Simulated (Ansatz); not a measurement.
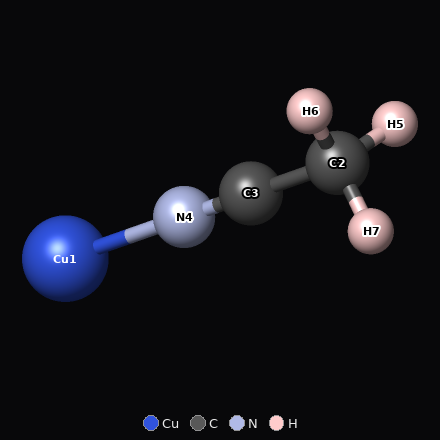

The system is C2H3CuN, charge +1; the picture shows the reference structure. The turn is about an axis along (−0.14, 0.99, 0.05) in the frame of the relaxed pair, normal to the line between the partners. The first coordinate is: distance N4···Cu1; the second: turn of Cu1 about N4. The scan uses a 15 × 15 grid. All energies are given in kJ/mol relative to the lowest grid point. Computed with RHF/def2-SVPD in Ansatz.

Its coordinates:

```yaml
atoms:
  - { symbol: Cu, position_ang: [-1.0841, 0.0022, -3.3513] }
  - { symbol: C, position_ang: [0.3346, -0.0006, 1.0331] }
  - { symbol: C, position_ang: [-0.1173, 0.0002, -0.3601] }
  - { symbol: N, position_ang: [-0.4665, 0.0008, -1.4367] }
  - { symbol: H, position_ang: [1.1331, -0.7309, 1.1478] }
  - { symbol: H, position_ang: [0.7015, 0.9913, 1.2888] }
  - { symbol: H, position_ang: [-0.5015, -0.2630, 1.6783] }
```

Range: distance N4···Cu1 from 1.690 to 3.690 Å; turn of Cu1 about N4 from −60.0 to 60.0°.

Question: Predict the map.

Answer: The lowest grid point is at distance N4···Cu1 = 2.036 Å, turn of Cu1 about N4 = 0.0°. It is the only kind of minimum in the scanned range. The highest grid point, distance N4···Cu1 = 3.690 Å, turn of Cu1 about N4 = 60.0°, lies 138 kJ/mol above the lowest. Round the minimum the two coordinates are nearly uncoupled.

| turn of Cu1 about N4 ↓, distance N4···Cu1 → | 1.690 | 1.740 | 1.821 | 1.921 | 2.036 | 2.163 | 2.301 | 2.448 | 2.604 | 2.767 | 2.939 | 3.117 | 3.302 | 3.493 | 3.690 |
| --- | --- | --- | --- | --- | --- | --- | --- | --- | --- | --- | --- | --- | --- | --- | --- |
| 60.0 | 120 | 94 | 66 | 46 | 39 | 41 | 49 | 61 | 74 | 88 | 100 | 111 | 121 | 130 | 138 |
| 51.4 | 107 | 81 | 53 | 35 | 29 | 32 | 41 | 54 | 68 | 82 | 95 | 106 | 117 | 126 | 134 |
| 42.9 | 95 | 70 | 43 | 26 | 20 | 24 | 34 | 48 | 62 | 76 | 90 | 102 | 113 | 122 | 130 |
| 34.3 | 86 | 61 | 34 | 18 | 13 | 18 | 28 | 42 | 57 | 72 | 86 | 98 | 109 | 119 | 127 |
| 25.7 | 78 | 53 | 27 | 12 | 7 | 13 | 24 | 38 | 54 | 69 | 83 | 95 | 107 | 116 | 125 |
| 17.1 | 72 | 48 | 22 | 7 | 3 | 9 | 21 | 35 | 51 | 66 | 81 | 93 | 105 | 115 | 123 |
| 8.6 | 69 | 45 | 19 | 4 | 1 | 7 | 18 | 33 | 49 | 65 | 79 | 92 | 103 | 113 | 122 |
| 0.0 | 68 | 44 | 18 | 3 | 0 | 6 | 18 | 33 | 49 | 64 | 79 | 92 | 103 | 113 | 122 |
| −8.6 | 69 | 45 | 19 | 4 | 1 | 7 | 18 | 33 | 49 | 65 | 79 | 92 | 104 | 113 | 122 |
| −17.1 | 72 | 48 | 22 | 7 | 3 | 9 | 21 | 35 | 51 | 66 | 81 | 93 | 105 | 115 | 123 |
| −25.7 | 78 | 54 | 28 | 12 | 8 | 13 | 24 | 38 | 54 | 69 | 83 | 95 | 107 | 116 | 125 |
| −34.3 | 86 | 61 | 34 | 18 | 13 | 18 | 29 | 42 | 57 | 72 | 86 | 98 | 109 | 119 | 127 |
| −42.9 | 95 | 70 | 43 | 26 | 20 | 24 | 34 | 48 | 62 | 76 | 90 | 102 | 113 | 122 | 130 |
| −51.4 | 107 | 81 | 53 | 35 | 29 | 32 | 41 | 54 | 68 | 82 | 95 | 106 | 117 | 126 | 134 |
| −60.0 | 120 | 94 | 66 | 46 | 39 | 41 | 49 | 61 | 74 | 88 | 100 | 111 | 121 | 130 | 138 |

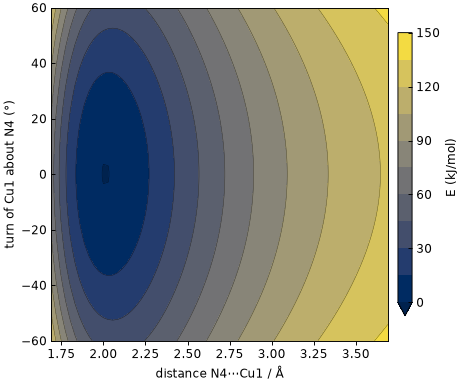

The picture shows filled contours. Between grid points the surface is interpolated.

Each point was launched as `ansatz run input.yaml --threads 1 --pin off --max-ram 2560MiB --backend cpu --events-out ev --progress --plain --runs-dir out`. Time for the 225 points that were run: 13 min on 1 thread of Intel(R) Xeon(R) Processor @ 2.70GHz (shared host).
